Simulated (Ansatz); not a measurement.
# Zn2C (model cell, started as antifluorite): from the cell to its phonons

Aim: the phonons of Zn2C (model cell, started as antifluorite) at a cell relaxed beforehand at this level. After the zone centre comes a 4×4×4 q mesh on a 12×12×12 k mesh.

Calculated with Ansatz 0.2.0; DFT PBEsol, scalar-relativistic, plane waves, PAW.

The structure was built from a prototype and need not be the compound's stable phase.

### Step 1. The structure

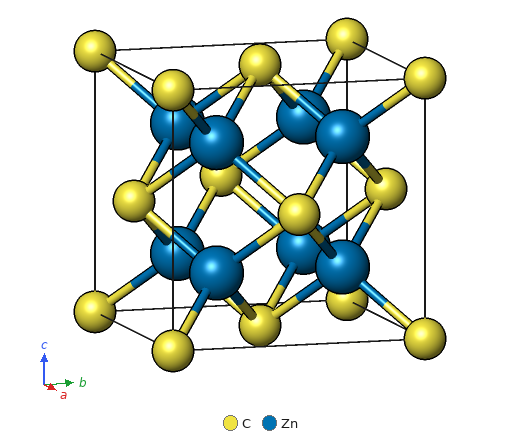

Start, viewed slightly off an axis; carbon yellow, zinc blue. This picture shows the conventional cell, with its axes. Some periodic images of atoms are drawn too.

### Step 2. Zone-centre response

The cell comes from relaxations at this level that are not shown. The zone centre comes first: it holds the modes that light can see, as far as symmetry allows. No field response is asked, since the mesh shows no gap.

input.yaml reads:

```yaml
crystal:
  lattice:
    - [0.0, 2.5650471037, 2.5650471037]
    - [2.5650471037, 0.0, 2.5650471037]
    - [2.5650471037, 2.5650471037, 0.0]
  atoms:
    - { symbol: C, position: [0.0, 0.0, 0.0] }
    - { symbol: Zn, position: [0.25, 0.25, 0.25] }
    - { symbol: Zn, position: [0.75, 0.75, 0.75] }
kpoints:
  mp_grid: { grid: [12, 12, 12] }
hamiltonian:
  xc: pbesol
scf:
  occupations: { method: methfessel_paxton, width: 0.15 }
output:
  eigenvalues: true
phonons:
  method: dfpt
```

The run is started by

```sh
> ansatz run input.yaml --threads 4 --pin off --max-ram 7168MiB --backend cpu --events-out ev --progress --plain --runs-dir out
```

Numbers of over 12 decimals in the logs are rounded to 6 here.

The log of the run:

```text
zone centre: on kpoints.mp_grid the ground state, and the responses unless they are solved on pairs of k-points, stand on 163 of the mesh's 1728 k-points, reduced under 8 symmetry operations, with k and −k counted as one. Each operation leaves every solved displacement unchanged or reverses it
Engine: ansatz 0.2.0, x86_64-unknown-linux-gnu
Pseudopotentials: kind: paw
Pseudopotential: C, paw, valence charge 4, recommended cutoff 420 eV (normal), C.paw.azcp
Pseudopotential: Zn, paw, valence charge 12, recommended cutoff 420 eV (normal), Zn.paw.azcp
Functional definition: PBEsol
  exchange = pbesol_x
  correlation = pbesol_c
Crystal: 3 atoms, lattice volume = 33.753 Å³
Basis set: ecut = 420 eV, 645 PW (Γ), exchange–correlation on 50×50×50 points (8 copies of the dense FFT grid, shifted against one another)
Bands: 18, of which v1, the nominal top of the filled ones, is band 14 counted from 1 (13 counted from 0)
Symmetry: 48 space group operations
k-points: 163 of 1728 (irreducible under 8 space group operations, time reversal used)
Non-local potential: C, projectors of the file, l = 0: 2, l = 1: 2, l = 2: 1
Non-local potential: Zn, projectors of the file, l = 0: 2, l = 1: 2, l = 2: 3, l = 3: 1
PAW form: soft (Blöchl's): semilocal exchange-correlation on the pseudo side does not see the compensation charge
PAW frozen core: C, regenerated for the run's functional, and the local potential with it (the file was generated under x = pbe(κ = 0.804, μ = 0.219515), c = pbe(β = 0.066725))
PAW frozen core: Zn, regenerated for the run's functional, and the local potential with it (the file was generated under x = pbe(κ = 0.804, μ = 0.219515), c = pbe(β = 0.066725))
PAW one-centre angular grid: C, 110 points (default); XC on 64 Gauss nodes
PAW one-centre angular grid: Zn, 590 points (default); XC on 64 Gauss nodes
Initial density: superposition of atomic densities (neutral atoms: chi_scale 0, normalization atom), corrected by the library's trained network
Initial wavefunctions: pseudopotential atomic-orbital guess
Functional: x = pbesol(κ = 0.804, μ = 0.123457), c = pbesol(β = 0.046)
SCF iter   1: F=—  HF=-6806.486460 eV  |F-HF|=—  |Δ(HF+E_count)|=         —  Δρ=8.66e-3  dr2=2.69e-2  ethr=1.77e-3  ⟨swp⟩=5.0  Hψ=13266  notcnv=0
preconditioner: auto → none  [insulator: Δε(μ)=0.643 eV  Ē_g=11.851 eV  σ=0.150 eV  W_gap=0.54  n_scr=14 (ndim 8)  ℏωp=33.8 eV  f_vac=0.003  D(μ)=0.06/eV (n_scr^D=0)  ε∞_Penn≈9.1]
SCF iter   2: F=—  HF=-6806.479736 eV  |F-HF|=—  |Δ(HF+E_count)|=   6.72e-3  S|Δr|=    0.00e0  Δρ=2.51e-3  dr2=2.89e-3  ethr=9.59e-5  ⟨swp⟩=2.1  Hψ=6456  notcnv=0
SCF iter   3: F=—  HF=-6806.479028 eV  |F-HF|=—  |Δ(HF+E_count)|=   7.08e-4  S|Δr|=    0.00e0  Δρ=1.06e-3  dr2=2.34e-4  ethr=1.03e-5  ⟨swp⟩=2.0  Hψ=4941  notcnv=0
SCF iter   4: F=—  HF=-6806.478920 eV  |F-HF|=—  |Δ(HF+E_count)|=   1.08e-4  S|Δr|=    0.00e0  Δρ=1.93e-4  dr2=3.99e-6  ethr=8.35e-7  ⟨swp⟩=2.0  Hψ=4934  notcnv=0
SCF iter   5: F=—  HF=-6806.478924 eV  |F-HF|=—  |Δ(HF+E_count)|=   3.91e-6  S|Δr|=    0.00e0  Δρ=2.58e-5  dr2=2.30e-7  ethr=1.42e-8  ⟨swp⟩=2.0  Hψ=5217  notcnv=0
SCF iter   6: F=—  HF=-6806.478924 eV  |F-HF|=—  |Δ(HF+E_count)|=   4.96e-8  S|Δr|=    0.00e0  Δρ=3.27e-6  dr2=2.69e-9  ethr=8.22e-10  ⟨swp⟩=2.3  Hψ=5175  notcnv=0
SCF iter   7: F=—  HF=-6806.478924 eV  |F-HF|=—  |Δ(HF+E_count)|=  9.09e-11  S|Δr|=    0.00e0  Δρ=3.52e-7  dr2=1.47e-11  ethr=9.61e-12  ⟨swp⟩=2.0  Hψ=5190  notcnv=0
SCF iter   8: F=-6806.478924 eV  HF=-6806.478924 eV  |F-HF|=9.09e-13  |Δ(HF+E_count)|=  1.00e-11  S|Δr|=    0.00e0  Δρ=3.98e-8  dr2=4.44e-13  ethr=1.00e-12  ⟨swp⟩=5.3  Hψ=12993  notcnv=0
SCF 1 converged in 8 iterations: F = -6806.478924 eV  dr2 = 4.44e-13
  greatest PAW one-centre occupation: 0.982 electrons in one spin orbital (limit 2), on the Zn atom at site 2 (counted from 0), in its partial waves of l = 2
DFPT response loops at Γ: preconditioner auto → Kerker (q_TF=auto, 2.645 Å⁻¹) (partly filled bands, converged f_vac=0.001); β = 1.00, the filter's whole step (`scf.mixing.beta` (0.50) is not read by the response loops under this deck's `scf.mixing.preconditioner`; to damp them name `kerker` or `kerker_dos`, under which they read `scf.mixing.beta`, and type it under 1.00, their step now; both keys bind the ground state too); Broyden in place of MSR1
SCF converged after 8 iterations
Stability not checked: this state was not tested for a lower state beside it, because cold or Methfessel-Paxton smearing, or corrected tetrahedra, fill the levels in a way that the test cannot read (fill_not_monotonic; see scf.lower_state_search)
Free energy (F): -6806.478924 eV
Harris-Foulkes:  -6806.478924 eV  (|F-HF|=9.09e-13)
Internal energy: -6806.479067 eV  (E = F + TS)
E sigma→0 (E₀):  -6806.478960 eV
Entropy (-TS):   0.000143 eV (0.048 meV/atom)
Fermi energy:    12.440433 eV
Step filling:    the computed levels leave a gap of 0.0000 eV = 0.0 smearing widths at the electron count; against every level under it full and every level over it empty, smearing changes F+E_penalty+E_count by +0.072 meV and its σ→0 estimate by +0.037 meV
--- Per-component energies (eV) ---
  E_band       = 144.134185
  E_kinetic    = 349.733385
  E_local      = -3110.907308  (includes V_loc(G=0)·N_el)
  E_nonlocal   = 1254.906738
  E_hartree    = 1304.950577
  E_xc         = -320.309084
  E_vxc        = -166.068825  (∫ρ·V_xc dr)
  E_paw        = -3673.790935  (= ΣΔE_a)
  E_vpaw       = -793.430354  (= ΣTr[D̂ρ^β])
  E_aug_tail   = -0.000593  (compensation charges beyond the density's cutoff)
  E_ewald      = -2612.677657
  E_core_change = 1.615810  (= ΣΔE_core)
  E_smearing   = 0.000143  (= −TS)
  E_closure    = 0.000000  (closes the sum)
  Σ components = -6806.478924   (vs F -6806.478924, Δ=0.00e0)
--- Band table (eV; the first three rows and the last of 163) ---
  k-point 0: bands = [... 10 lower, 5.5978, 12.3710, 12.4291, 12.4291, 12.4291, 16.5488, 16.5488, 16.5488]
  k-point 1: bands = [... 10 lower, 5.5590, 11.3433, 12.3030, 12.3030, 13.1114, 16.4574, 16.7611, 16.7611]
  k-point 2: bands = [... 10 lower, 5.4478, 10.0027, 12.0155, 12.0155, 13.4523, 16.5296, 17.2360, 17.2360]
  k-point 162: bands = [... 10 lower, 5.6647, 7.3367, 7.4351, 7.4351, 16.3353, 17.7091, 17.7139, 17.7139]
--- Phonons (Γ-DFPT): 2 representative perturbations + reference, on 163 of 1728 k-points (Σ response iterations 7) ---
  k mesh reduced under 8 symmetry operations, with k and −k counted as one. Each operation leaves every solved displacement unchanged or reverses it
  ASR residual: 3.767e-5 → 0.000e0 eV/Å²; symmetrization residual: 6.291e-7 eV/Å²
  ASR residual per site (eV/Å²): 3.77e-5 4.32e-6 4.32e-6
  Γ frequencies (cm⁻¹): 0.00 0.00 0.00 208.38 208.38 208.38 263.54 263.54 263.54
  non-analytic LO–TO correction: not included (Born effective charges unavailable; polar crystals: no LO–TO splitting at Γ)
```

Run time: 5.7 s. Hardware: 4 threads of AMD EPYC 9R45, shared host; peak memory 0.72 GiB; 17 s of CPU time.

In the SCF lines HF is the Harris–Foulkes energy and dr2 the Hartree energy of the density residual, in eV; the loop may stop once dr2 is under the threshold and the program's other checks hold. Hψ counts applications of the Hamiltonian.

Numbers from this step:

```yaml
volume_per_atom: 11.25 Å³
gap_on_the_k_mesh: 0 eV
sum_rule_residual_before_enforcement: 3.77e-5 eV/Å²
point_group: m-3m
highest_optical_mode_at_the_zone_centre_no_lo_to_term: 263.5 cm⁻¹
lowest_optical_zone_centre_mode: 208.4 cm⁻¹
```

Patterns of degenerate modes are one choice out of their space. Modes at Γ, with each element's share of the kinetic energy:

```csv
mode,frequency (cm⁻¹),symmetry,C %,Zn %
1,0.0,acoustic,8,92
2,0.0,acoustic,8,92
3,0.0,acoustic,8,92
4,208.4,T2g,0,100
5,208.4,T2g,0,100
6,208.4,T2g,0,100
7,263.5,T1u,92,8
8,263.5,T1u,92,8
9,263.5,T1u,92,8
```

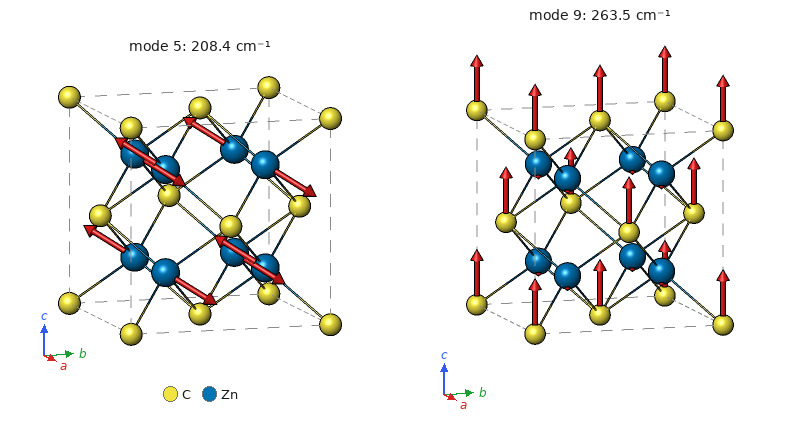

Displacement patterns of modes 5 and 9 at Γ; arrows are exaggerated. Some periodic images of atoms are drawn too.

Before it was imposed, the acoustic sum rule was missed by 3.8e-5 eV/Å². Small misses are needed for a sound result but don't prove that mesh and cutoff are converged. The lowest optical mode is real, 208 cm⁻¹.

[end of part 1 of 2]

[Logs are printed without paths, hosts, clocks, repeated set-up lines and the standing remarks that a program may print on its own settings, such as how far it seeks lower states.]

[Hosts, paths, dates, database ids (printed as entryN), source tags and the programs' standing remarks are cut or masked in the printed files.]
